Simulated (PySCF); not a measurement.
# B2Cl2F2H2Si: the cost of one run

Programs: PySCF 2.14.0, with density-fitted response routines of our own. Each step states its level of theory. These are calculated values for one molecule in the gas phase, unless marked as measured. Atoms count from 0, in the outputs and in this text.

## 1. The starting structure

9 atoms, charge 0, multiplicity 1; geometry from: GFN2-xTB. The atoms were then displaced at random by about 0.01 Å, so the start is not that level's minimum.

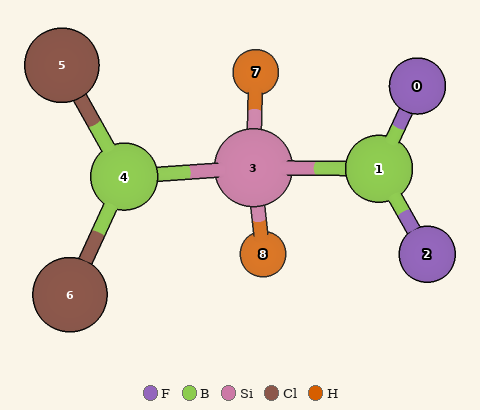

As it starts; fluorine purple, boron green, silicon pink, chlorine brown, hydrogen orange, atoms numbered.

## 2. Relaxing the molecule at PBE0-D3(BJ)/def2-SVP

The job: settings as JSON, then the geometry in Å.

```
{"job": {"xc": "PBE0", "basis": "def2-SVP", "d3": "d3bj", "grid": 1, "shake": 0.01, "kind": "geom"}, "charge": 0, "multiplicity": 1}
F     -2.351900     0.758150    -0.775550
B     -1.645090    -0.237380    -0.369590
F     -2.080080    -1.384440    -0.868490
Si     0.005290    -0.039200     0.780390
B      1.586430     0.254200    -0.369040
Cl     2.079650     1.848210    -0.817430
Cl     2.514130    -1.057770    -0.980320
H     -0.193110     1.074880     1.726400
H      0.142490    -1.233810     1.639890
```

Launch:

```
$ OMP_NUM_THREADS=1 python probes_run.py task.json out
```

This one command runs all jobs of the session in turn.

**Question.** How long does this first job take on 1 thread of Arm Neoverse V1, shared host, and how much memory does it need?

About 42 s, with a peak of 0.47 GiB.
